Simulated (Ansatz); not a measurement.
## Abstraction of Br: CBrClF2 + C3H7 → CClF2 + C3H7Br

Species: CBrClF2 `FC(F)(Cl)Br`, singlet; C3H7 `C[CH]C`, doublet; CClF2 (chlorodifluoromethyl radical) `F[C](F)Cl`, doublet; C3H7Br (2-bromopropane) `CC(C)Br`, singlet. A radical takes Br: the energy is the difference in strength between two C–Br bonds in different surroundings.

Shapes, held fixed at every level: PBE0-D4/def2-TZVP. Programs: Ansatz 0.2.0. The zero-point and thermal change to 298 K, harmonic and unscaled (PBE0-D4/def2-TZVP), is +8.0 kJ/mol.

```tsv
level	kind	ΔH(298 K) (kJ/mol)	less CCSD(T)/def2-TZVPP	CPU time (sum over the molecules)
HF/def2-SVP	Hartree–Fock	-31.0	-2.6	–
HF/def2-TZVPP	Hartree–Fock	-32.1	-3.7	–
PBE-D4/def2-TZVPP	GGA	-19.7	+8.7	22 s
r2SCAN-D4/def2-TZVPP	meta-GGA	-17.1	+11.3	45 s
wB97M-V/def2-TZVPP	range-separated hybrid	-18.4	+10.0	98 s
wB97X-V/def2-TZVPP	range-separated hybrid	-24.5	+3.9	68 s
CCSD(T)/def2-TZVPP	coupled cluster or CI	-28.4	0.0	27 min
```

The highest level, CCSD(T)/def2-TZVPP, gives ΔH(298 K) = -28.4 kJ/mol; the levels span -32.1 to -17.1. The column of differences is taken from that level and isn't an error. No measured value is set beside it here. Open shells run unrestricted unless RO is named. Relativity is left out for Br unless named. Correlated rows may include outer-core shells of Br, which these sets cover unevenly. Times are processor times on shared x86 and Arm servers, and rough.

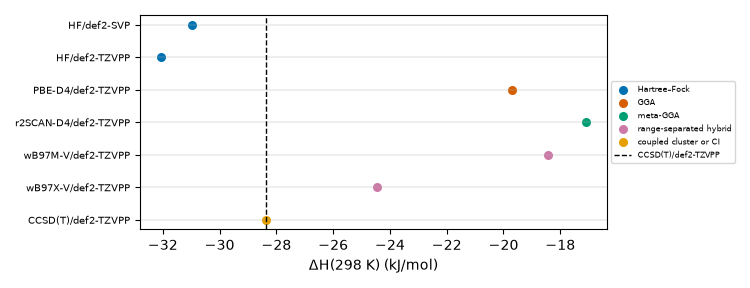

The values of the table, level by level.
